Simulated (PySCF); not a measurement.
| atom | x (Å) | y (Å) | z (Å) |
| --- | --- | --- | --- |
| C | 3.2236 | 0.2225 | -0.6375 |
| C | 1.9646 | -0.0386 | 0.1736 |
| O | 0.8478 | 0.3622 | -0.5922 |
| C | -0.3855 | 0.3629 | 0.1034 |
| C | -0.9197 | -1.0521 | 0.4145 |
| Si | -2.8222 | -0.9966 | 0.3205 |
| O | -2.9876 | 0.3441 | -0.6227 |
| Si | -1.6843 | 1.2539 | -0.9908 |
| Cl | -2.0406 | 3.1241 | -0.4006 |
| H | 3.1820 | -0.3312 | -1.5711 |
| H | 4.1004 | -0.0872 | -0.0755 |
| H | 3.3002 | 1.2813 | -0.8686 |
| H | 1.8924 | -1.1071 | 0.4270 |
| H | 1.9901 | 0.5330 | 1.1153 |
| H | -0.2511 | 0.9015 | 1.0584 |
| H | -0.5333 | -1.4210 | 1.3649 |
| H | -0.5406 | -1.7210 | -0.3622 |
| H | -3.4723 | -0.6975 | 1.5920 |
| H | -3.4249 | -2.0780 | -0.4448 |
| H | -1.4442 | 1.1554 | -2.4164 |

Geometry: GFN2-xTB.

Method: PBE0/pcSseg-1, SCF density, gas phase, non-relativistic (PySCF).

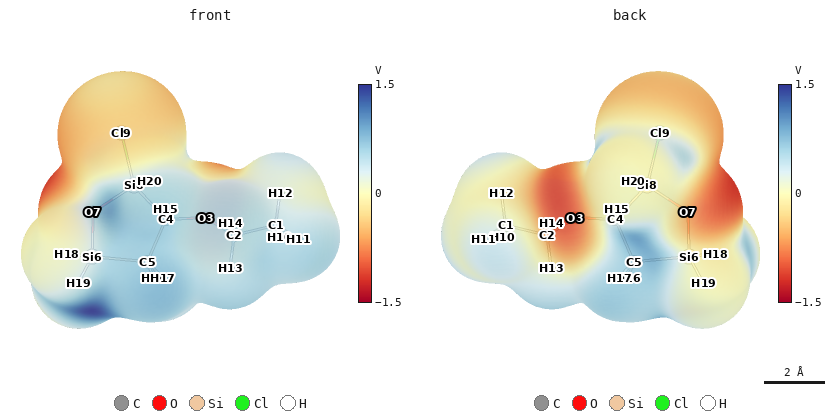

C4H11ClO2Si2. The molecular electrostatic potential painted on the density surface at 0.001 e/bohr³, seen from the front and from behind; the colour scale runs from red (negative) to blue (positive).

Where is the surface potential most negative and most positive?

The most negative region (about −1.1 V) lies over O3 and O7, the most positive (about +1.3 V) over Si6.

What dipole moment does the calculation give?

Its dipole moment is 3.15 D.
